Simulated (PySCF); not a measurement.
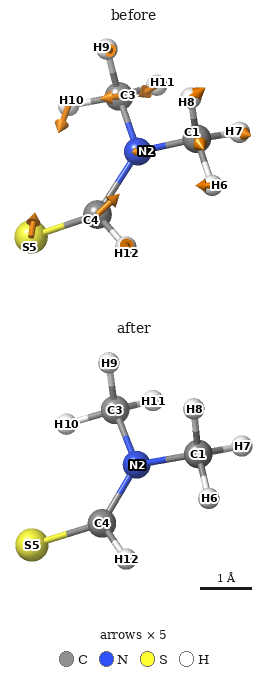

The structure of C$_{3}$H$_{7}$NS before (top) and after (bottom) a relaxation, at one scale. The orange arrows give the displacements, magnified 5 times.

The picture is a ball-and-stick view, seen from a free direction.

The start comes from MMFF94s. Its atoms were then displaced at random by about 0.03 Å.

These are results of PySCF, PBE0-D3(BJ)/def2-SVP geometry optimisation, gas phase, not measurements. 

Describe what moved and what it gained.

The atom that moves furthest after the best rigid fit is H10 (0.14 Å). Largest moves by element: H 0.14 Å, C 0.12 Å, S 0.12 Å, N 0.03 Å. Some distances before and after: N2–C4 1.476 → 1.344 Å, C1–H6 1.201 → 1.098 Å, C4–S5 1.564 → 1.642 Å, C1–N2 1.369 → 1.441 Å. Bond angles that change, for instance: H9–C3–H10 102.2° → 109.9°, N2–C4–H12 104.9° → 111.5°, H6–C1–H8 102.2° → 108.5°. After 9 geometry steps the energy has fallen by 21.5 kcal/mol.
